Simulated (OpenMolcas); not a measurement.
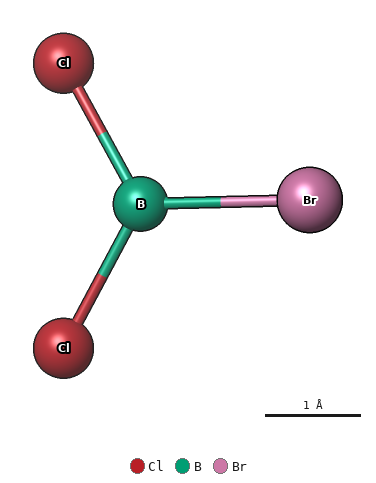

**Figure 1.** The input geometry (ball-and-stick view, seen at an oblique angle).

# Single-point calculation, with input and output: BBrCl₂ (charge +1) (part 1 of 2)

The run: single-point calculation of BBrCl₂, charge +1, multiplicity 2. Method and program: M06-L/cc-pVDZ, UKS (OpenMolcas 26.06).

The geometry is that of the parent species in another charge or spin state. The geometry comes from this level: PBE0-D4/def2-TZVP.

What the program printed:
```
--- Start Module: gateway ---

                                              &GATEWAY

                       available to each process: 1.9 GB of memory, 1 thread

 Basis Set     1 Label: CL.CC-PVDZ
 Basis set is read from library:.
 basistype.tbl is not found

 Basis Set     2 Label: B.CC-PVDZ
 Basis set is read from library:.
 basistype.tbl is not found

 Basis Set     3 Label: CL.CC-PVDZ
 Basis set is read from library:.
 basistype.tbl is not found

 Basis Set     4 Label: BR.CC-PVDZ
 Basis set is read from library:.
 basistype.tbl is not found

++    Symmetry information:
      ---------------------

                    Character Table for C1

                             E
                    a        1  x, y, xy, Rz, z, xz, Ry, yz, Rx, I
--

++    Basis set information:
      ----------------------

      Basis set label: CL.CC-PVDZ.........

      Electronic valence basis set:
      ------------------
      Associated Effective Charge  17.000000 au
      Associated Actual Charge     17.000000 au
      Nuclear Model: Point charge

      Shell  nPrim  nBasis  Cartesian Spherical Contaminant
         s      12       4        X
         p       8       3        X
         d       1       1                 X

      Basis set label: B.CC-PVDZ.........

      Electronic valence basis set:
      ------------------
      Associated Effective Charge   5.000000 au
      Associated Actual Charge      5.000000 au
      Nuclear Model: Point charge

      Shell  nPrim  nBasis  Cartesian Spherical Contaminant
         s       9       3        X
         p       4       2        X
         d       1       1                 X

      Basis set label: CL.CC-PVDZ.........

      Electronic valence basis set:
      ------------------
      Associated Effective Charge  17.000000 au
      Associated Actual Charge     17.000000 au
      Nuclear Model: Point charge

      Shell  nPrim  nBasis  Cartesian Spherical Contaminant
         s      12       4        X
         p       8       3        X
         d       1       1                 X

      Basis set label: BR.CC-PVDZ.........

      Electronic valence basis set:
      ------------------
      Associated Effective Charge  35.000000 au
      Associated Actual Charge     35.000000 au
      Nuclear Model: Point charge

      Shell  nPrim  nBasis  Cartesian Spherical Contaminant
         s      14       5        X
         p      11       4        X
         d       6       2                 X
--

++    Molecular structure info:
      -------------------------

                    ************************************************
                    **** Cartesian Coordinates / bohr, angstrom ****
                    ************************************************

     Center  Label                x              y              z                     x              y              z
        1      CL1              1.100010       1.258558       2.854998              0.582100       0.666000       1.510800
        2      B2               0.070298      -0.071999       0.041763              0.037200      -0.038100       0.022100
        3      CL3              0.839605      -3.173228      -0.690884              0.444300      -1.679200      -0.365600
        4      BR4             -1.905033       1.872908      -2.244239             -1.008100       0.991100      -1.187600

                    ***************************************
                    *    InterNuclear Distances / bohr    *
                    ***************************************

               1 CL1           2 B2            3 CL3           4 BR4
    1 CL1      0.000000
    2 B2       3.277953        0.000000
    3 CL3      5.681709        3.278144        0.000000
    4 BR4      5.950624        3.593104        5.950583        0.000000

                    *******************************************
                    *    InterNuclear Distances / angstrom    *
                    *******************************************

               1 CL1           2 B2            3 CL3           4 BR4
    1 CL1      0.000000
    2 B2       1.734618        0.000000
    3 CL3      3.006631        1.734719        0.000000
    4 BR4      3.148935        1.901389        3.148913        0.000000
--

            Nuclear Potential Energy            351.40922904 au

--- Stop Module: gateway /rc=_RC_ALL_IS_WELL_ ---

--- Start Module: seward ---

                                              &SEWARD

                       available to each process: 1.9 GB of memory, 1 thread

               SEWARD will generate:
                  Multipole Moment integrals up to order  2
                  Kinetic Energy integrals
                  Nuclear Attraction integrals (point charge)
                  One-Electron Hamiltonian integrals
                  Velocity integrals
                  Orbital angular momentum around ( -0.5113   0.5008  -0.6316 )
                  Velocity quadrupole around ( -0.5113   0.5008  -0.6316 )
                  Two-Electron Repulsion integrals

                   Integrals are discarded if absolute value <: 1.00E-14
                   Integral cutoff threshold is set to       <: 1.00E-16

            Nuclear Potential Energy            351.40922904 au

      Basis set specifications :
      Symmetry species         a
      Basis functions           77

--- Stop Module: seward /rc=_RC_ALL_IS_WELL_ ---
--- Module seward spent 2 seconds ---

--- Start Module: scf ---

                                                &SCF

                       available to each process: 1.9 GB of memory, 1 thread

++    Input section:
      --------------

      Header of the integral files:

      Cartesian coordinates in angstrom:
      -----------------------------------------------------
      No.  Label        X            Y            Z
      -----------------------------------------------------
       1   CL1        0.58210000   0.66600000   1.51080000
       2   B2         0.03720000  -0.03810000   0.02210000
       3   CL3        0.44430000  -1.67920000  -0.36560000
       4   BR4       -1.00810000   0.99110000  -1.18760000
      -----------------------------------------------------
      Nuclear repulsion energy =  351.40922904
--

++    Orbital specifications:
      -----------------------

      Symmetry species               1
                                     a
      Frozen orbitals                0
      Start temperature = 0.500
      End temperature   = 0.010
      Temperature Factor= 0.460
      Deleted orbitals               0
      Total number of orbitals      77
      Number of basis functions     77
--

      Molecular charge                           1.000

      Numerical integration parameters
      --------------------------------
      Radial quadrature type:                         MHL
      Size of radial grid:                            99
      Lebedev angular grid:                           41
      Angular grid pruned with the crowding factor:  1.00E+10
                                 and fading factor:  1.00E+01
      Screening threshold for integral computation:   1.00E-11
      Radial quadrature accuracy:                     1.00E-25
      Maximum batch size:                             128
      AO values are stored on disk
      The same grid will be used for all iterations.

      DFT functional specifications
      -----------------------------
      Using Libxc version: 6.2.2
      Please cite the following reference:
      S. Lehtola, C. Steigemann, M. J.T. Oliveira, and M. A.L. Marques.,  SoftwareX 7, 1–5 (2018) doi:10.1016/j.softx.2017.11.002

      * Minnesota M06-L exchange functional
      * Minnesota M06-L correlation functional
        - Y. Zhao and D. G. Truhlar.,  Theor. Chem. Acc. 120, 215 (2008) doi:10.1007/s00214-007-0310-x

++    Optimization specifications:
      ----------------------------

      SCF Algorithm: Conventional USCF
      D(i)-D(i-1) density differences are used
      Number of density matrices in core                 5
      Maximum number of NDDO SCF iterations            400
      Maximum number of HF SCF iterations              400
      Threshold for SCF energy change             1.00E-10
      Threshold for density matrix                1.00E-07
      Threshold for Fock matrix                   1.00E-07
      Threshold for linear dependence             1.00E-09
      Threshold at which DIIS is turned on        1.50E-01
      Maximum depth in the DIIS procedure                5
      Maximum depth in the BFGS Hessian update          30
      Threshold at which QNR/C2DIIS is turned on  7.50E-02
      Threshold for Norm(delta) (QNR/C2DIIS)      1.00E-05
      All orbitals punched on: UHFORB
--

      Input vectors read from INPORB
      Orbital file label: *Guess orbitals

++ Convergence information
                               UHF M06L       iterations: Energy and convergence statistics

Iter     Tot. M06L       One-elec.       Two-elec.     Energy      Max Dij or  Max Fij      DNorm      TNorm      AccCon     Time
         Energy          Energy          Energy        Change      Delta Norm                                                in Sec.

 The total and one-electron energies are shifted by a value of      3000. a.u.

   1  -515.799758278 -2708.009708437  1840.800721123   0.00E+00    1.36E-01*   1.11E+01*    1.47E+01   4.00E+02   None         2.
   2  -515.271029923 -2711.400685141  1844.720426182   5.29E-01*   1.11E-01*   6.70E-02*    1.42E+01   4.00E+02   EDIIS        2.
   3  -518.282248068 -2722.016103489  1852.324626385  -3.01E+00*   6.55E-01*   1.34E-01*    8.00E+00   4.01E+02   EDIIS        2.
   4  -518.033820955 -2718.393879365  1848.950829375   2.48E-01*   1.44E-01*   1.34E-01*    6.07E+00   4.01E+02   EDIIS        2.
   5  -518.898990343 -2715.953954615  1845.645735236  -8.65E-01*   5.15E-01*   8.51E-02*    2.29E+00   4.00E+02   EDIIS        2.
   6  -518.652385246 -2725.376230899  1855.314616617   2.47E-01*   1.34E-01*   5.52E-02*    3.30E+00   4.02E+02   EDIIS        2.
   7  -518.989077706 -2718.429720935  1848.031414193  -3.37E-01*   7.52E-01*   3.85E-02*    1.62E+00   4.00E+02   EDIIS        2.
   8  -518.913542666 -2721.842775169  1851.520003468   7.55E-02*   4.76E-01*   3.48E-02*    1.92E+00   4.01E+02   EDIIS        2.
   9  -518.981418835 -2717.182968390  1846.792320519  -6.79E-02*   4.95E-01*   2.27E-02*    1.13E+00   4.00E+02   EDIIS        2.
  10  -518.988360290 -2720.579159154  1850.181569828  -6.94E-03*   2.59E-01*   1.53E-02*    8.91E-01   4.01E+02   EDIIS        2.

       Fermi aufbau procedure completed!
      nOcc(alpha)=   37
      nOcc(beta) =   36
```
